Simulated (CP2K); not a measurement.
**CH2F3Si (SMILES [CH2][Si](F)(F)F) at 3 levels**

Aim: a comparison of 3 runs (AM1, PM6, GFN1-xTB) of CH2F3Si. 

The results are computed with CP2K 2026.2.

**1. The system as given**

CH2F3Si has 7 atoms, charge 0, and is taken as a doublet. SMILES: `[CH2][Si](F)(F)F`. The C1–H7 distance was set to 1.409 Å, away from the relaxed value.

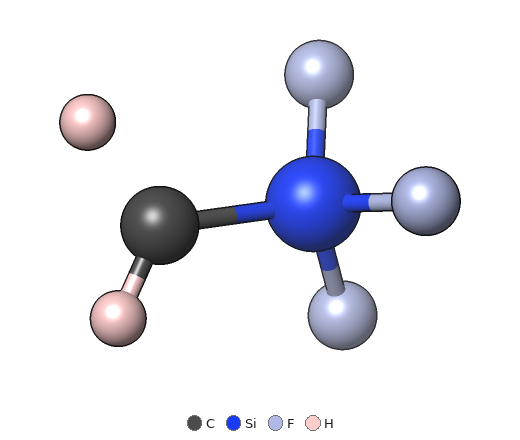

Viewed from a chosen angle; carbon dark grey, silicon blue, fluorine light blue, hydrogen pink.

**2. A single-point energy at AM1 (run 1)**

molecule.inp reads:

```
&GLOBAL
  PROJECT molecule
  RUN_TYPE ENERGY
  PRINT_LEVEL MEDIUM
&END GLOBAL

&FORCE_EVAL
  METHOD QS
  &DFT
    MULTIPLICITY 2
    UKS T
    &QS
      METHOD AM1
      EPS_DEFAULT 1.0E-10
      &SE
        &COULOMB
          CUTOFF [angstrom] 50
          RC_RANGE [angstrom] 0
        &END COULOMB
        &EXCHANGE
          CUTOFF [angstrom] 50
          RC_RANGE [angstrom] 0
        &END EXCHANGE
      &END SE
    &END QS
    &POISSON
      PERIODIC NONE
      POISSON_SOLVER ANALYTIC
    &END POISSON
    &SCF
      SCF_GUESS ATOMIC
      EPS_SCF 1.0E-07
      MAX_SCF 100
      ADDED_MOS 4
      &DIAGONALIZATION
        ALGORITHM STANDARD
      &END DIAGONALIZATION
      &MIXING
        METHOD DIRECT_P_MIXING
        ALPHA 0.4
      &END MIXING
    &END SCF
    &PRINT
      &MOMENTS
        PERIODIC F
        REFERENCE COM
        MAX_MOMENT 1
      &END MOMENTS
      &MO ON
        ENERGIES T
        OCCUPATION_NUMBERS T
        NDIGITS 6
        &EACH
          QS_SCF 0
        &END EACH
        ADD_LAST NUMERIC
      &END MO
      &HIRSHFELD OFF
      &END HIRSHFELD
    &END PRINT
  &END DFT
  &SUBSYS
    &CELL
      ABC 11.6 10.5 12
      PERIODIC NONE
    &END CELL
    &COORD
      SCALED T
      C    0.43235345   0.59480386   0.55712179
      Si   0.53017241   0.53169910   0.45320512
      F    0.49280172   0.57354671   0.33231346
      F    0.53469828   0.38149910   0.45340512
      F    0.65724138   0.57952767   0.47378012
      H    0.34275862   0.61523243   0.53868012
      H    0.46725164   0.61850090   0.66768654
    &END COORD
  &END SUBSYS
&END FORCE_EVAL
```

Command:

```
$ OMP_NUM_THREADS=1 cp2k.psmp molecule.inp > molecule.out
```

What it wrote:

```text
CP2K| version string:                                       CP2K version 2026.2
[...]
 GLOBAL| Method name                                                        CP2K
[...]
 GLOBAL| Run type                                                         ENERGY
[...]
                             - Atoms:                                          7
[...]
                             - Spherical basis functions:                     22
[...]
 Number of electrons:                                                         16
[...]
     1 P_Mix/Diag. 0.40E+00    0.0     0.42030854       -57.4976338899 -5.75E+01
[...]
    20 DIIS/Diag.  0.82E-07    0.0     0.00000006       -62.4253465798 -2.70E-13
  *** SCF run converged in    20 steps ***
  Core-core repulsion energy [eV]:                           2225.89078925068543
  Core Hamiltonian energy [eV]:                             -2898.50885901695392
  Two-electron integral energy [eV]:                        -2052.12399678920929
  Electronic energy [eV]:                                   -3924.57085741155879
  Total energy [eV]:                                        -1698.68006816087313
  Atomic reference energy [eV]:                              1688.56902142513604
  Heat of formation [kcal/mol]:                              -233.16629535375077
[...]
 SE_DIPOLE| Moment [Debye]          1.01812318      -0.62061605      -1.30983036
 SE_DIPOLE| Derivative [a.u.]       0.00000000       0.00000000       0.00000000
 ENERGY| Total FORCE_EVAL ( QS ) energy [hartree]            -62.425346579776907
[...]
```

Wall time 0.87 s (1 thread of Intel Xeon 6975P-C (Granite Rapids), shared host); peak memory 0.19 GiB.

**3. The energy at PM6 (run 2)**

molecule.xyz reads:

```xyz
7

C     -0.785219     0.344281     0.457323
Si     0.349481    -0.318319    -0.789677
F     -0.084019     0.121081    -2.240377
F      0.401981    -1.895419    -0.787277
F      1.823481     0.183881    -0.542777
H     -1.824519     0.558781     0.236023
H     -0.380400     0.593100     1.784100
```

molecule.inp reads:

```
&GLOBAL
    PROJECT_NAME molecule
    RUN_TYPE ENERGY
    PRINT_LEVEL MEDIUM
&END GLOBAL

&FORCE_EVAL
    METHOD QUICKSTEP
    &DFT
        CHARGE 0
        MULTIPLICITY 2
        UKS T
        &QS
            METHOD PM6
            EPS_DEFAULT 1.0E-10
            &SE
                &COULOMB
                    CUTOFF [angstrom] 50
                    RC_RANGE [angstrom] 0
                &END COULOMB
                &EXCHANGE
                    CUTOFF [angstrom] 50
                    RC_RANGE [angstrom] 0
                &END EXCHANGE
            &END SE
        &END QS
        ! cluster boundary conditions
        &POISSON
            PERIODIC NONE
            POISSON_SOLVER ANALYTIC
        &END POISSON
        &SCF
            SCF_GUESS ATOMIC
            EPS_SCF 1.0E-06
            MAX_SCF 150
            ADDED_MOS 4
            &DIAGONALIZATION
                ALGORITHM STANDARD
            &END DIAGONALIZATION
            &MIXING
                METHOD DIRECT_P_MIXING
                ALPHA 0.4
            &END MIXING
        &END SCF
        ! extra output
        &PRINT
            &MOMENTS
                PERIODIC F
                REFERENCE COM
                MAX_MOMENT 1
            &END MOMENTS
            &MO ON
                ENERGIES T
                OCCUPATION_NUMBERS T
                NDIGITS 6
                &EACH
                    QS_SCF 0
                &END EACH
                ADD_LAST NUMERIC
            &END MO
            &HIRSHFELD OFF
            &END HIRSHFELD
        &END PRINT
    &END DFT
    &SUBSYS
        &CELL
            ABC [angstrom] 19.6 18.5 20
            PERIODIC NONE
        &END CELL
        &TOPOLOGY
            COORD_FILE_NAME molecule.xyz
            COORD_FILE_FORMAT XYZ
            &CENTER_COORDINATES
            &END CENTER_COORDINATES
        &END TOPOLOGY
    &END SUBSYS
&END FORCE_EVAL
```

Command:

```
$ OMP_NUM_THREADS=1 cp2k.psmp molecule.inp > molecule.out
```

What it wrote:

```text
CP2K| version string:                                       CP2K version 2026.2
[...]
 GLOBAL| Method name                                                        CP2K
[...]
 GLOBAL| Run type                                                         ENERGY
[...]
                             - Atoms:                                          7
[...]
                             - Spherical basis functions:                     27
[...]
 Number of electrons:                                                         16
[...]
     1 P_Mix/Diag. 0.40E+00    0.0     0.45210226       -55.3799134692 -5.54E+01
[...]
    17 DIIS/Diag.  0.28E-06    0.0     0.00000052       -60.2647449298 -1.26E-11
  *** SCF run converged in    17 steps ***
  Core-core repulsion energy [eV]:                           2037.42362653433770
  Core Hamiltonian energy [eV]:                             -2755.97302499396892
  Two-electron integral energy [eV]:                        -1842.67541768752108
  Electronic energy [eV]:                                   -3677.31073383772946
  Total energy [eV]:                                        -1639.88710730339176
  Atomic reference energy [eV]:                              1629.68339792513598
  Heat of formation [kcal/mol]:                              -235.30314682308833
[...]
 SE_DIPOLE| Moment [Debye]          1.36095870      -0.89134865      -1.91319038
 SE_DIPOLE| Derivative [a.u.]       0.00000000       0.00000000       0.00000000
 ENERGY| Total FORCE_EVAL ( QS ) energy [hartree]            -60.264744929842230
[...]
```

Wall time 0.87 s (1 thread of Intel Xeon 6975P-C (Granite Rapids), shared host); peak memory 0.19 GiB.

**4. A single-point energy at GFN1-xTB (run 3)**

molecule.xyz is that of step 3.

job.inp reads:

```
&GLOBAL
  PROJECT job
  RUN_TYPE ENERGY
  PRINT_LEVEL MEDIUM
&END GLOBAL
&FORCE_EVAL
  METHOD Quickstep
  &DFT
    CHARGE 0
    MULTIPLICITY 2
    UKS T
    &QS
      METHOD XTB
      EPS_DEFAULT 1.0E-10
      &XTB
        GFN_TYPE 1
        CHECK_ATOMIC_CHARGES F
      &END XTB
    &END QS
    &POISSON
      PERIODIC NONE
      POISSON_SOLVER ANALYTIC
    &END POISSON
    &SCF
      SCF_GUESS ATOMIC
      EPS_SCF 1.0E-07
      MAX_SCF 40
      &OT ON
        MINIMIZER DIIS
        PRECONDITIONER FULL_SINGLE_INVERSE
      &END OT
      &OUTER_SCF
        EPS_SCF 1.0E-07
        MAX_SCF 5
      &END OUTER_SCF
    &END SCF
    &PRINT
      &MOMENTS
        PERIODIC F
        REFERENCE COM
        MAX_MOMENT 1
      &END MOMENTS
      &MO_CUBES
        NLUMO 3
        NHOMO -1
        WRITE_CUBE F
      &END MO_CUBES
      &HIRSHFELD OFF
      &END HIRSHFELD
    &END PRINT
  &END DFT
  &SUBSYS
    &CELL
      ABC [angstrom] 15.6 14.5 16
      PERIODIC NONE
    &END CELL
    &TOPOLOGY
      COORD_FILE_NAME molecule.xyz
      COORD_FILE_FORMAT XYZ
      &CENTER_COORDINATES
      &END CENTER_COORDINATES
    &END TOPOLOGY
  &END SUBSYS
&END FORCE_EVAL
```

Command:

```
$ OMP_NUM_THREADS=1 cp2k.psmp -i job.inp > job.out 2>&1
```

What it wrote:

```text
CP2K| version string:                                       CP2K version 2026.2
[...]
 GLOBAL| Method name                                                        CP2K
[...]
 GLOBAL| Run type                                                         ENERGY
[...]
                             - Atoms:                                          7
[...]
                             - Spherical basis functions:                     29
[...]
 Number of electrons:                                                         16
[...]
     1 OT DIIS     0.80E-01    0.0     0.08377181       -20.4006696397 -2.04E+01
[...]
    18 OT DIIS     0.80E-01    0.0     0.00000009       -20.5774012353 -7.73E-12
  *** SCF run converged in    18 steps ***
[...]
 TB_DIPOLE| Moment [Debye]         -1.60642614       0.90812582       1.74398586
 TB_DIPOLE| Derivative [a.u.]       0.00000000       0.00000000       0.00000000
[...]
 ENERGY| Total FORCE_EVAL ( QS ) energy [hartree]            -20.577401235329386
[...]
```

It took 1.1 s on 1 thread of Intel Xeon 6975P-C (Granite Rapids), shared host; peak memory 0.2 GiB.

**5. The series**

```
run     level  SCF convergence threshold  iteration cap  energy (Eh)  dipole moment (D)  HOMO energy (eV)  LUMO energy (eV)  wall time
  1       AM1                      1e-07            100   -62.425347               1.77            -10.74              0.17     0.87 s
  2       PM6                      1e-06            150   -60.264745               2.51            -10.24             -0.85     0.87 s
  3  GFN1-xTB                      1e-07             40   -20.577401               2.54            -10.88                 –      1.1 s
```

**6. Summary of results**

```
                                        quantity         value
                             run 3: total energy  -20.57740 Eh
run 3: dipole moment (from atomic charges alone)        2.54 D
       run 3: HOMO energy (highest over α and β)     -10.88 eV
                        run 3: dispersion energy  -4.50 kJ/mol
```

In words: The dipole moment (its size) runs from 1.77 D (AM1) to 2.54 D (GFN1-xTB). Some of these are taken from atomic charges alone. Force-field and semi-empirical energies have zeros of their own, so their totals don't compare. All runs together took 2.8 s, the longest 1.1 s.
